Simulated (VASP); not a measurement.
Shape and ions are relaxed at each volume.

Energy against volume of WSi$_{2}$ (MoSi2 type). Calculation: PW91 GGA, VASP's PBE PAW potentials (set 64) (plane waves; VASP).

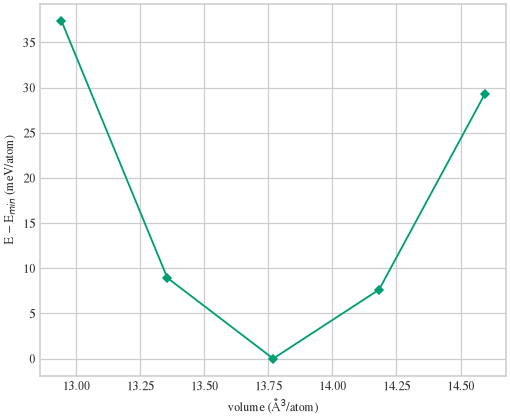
Figure. Energy against volume

Q: Estimate the equilibrium volume and the bulk modulus.

A: The minimum lies near 13.8 Å³/atom, and the curvature gives B0 of about 210 GPa.

The compound is WSi2 in the MoSi2 type structure. It was relaxed first.
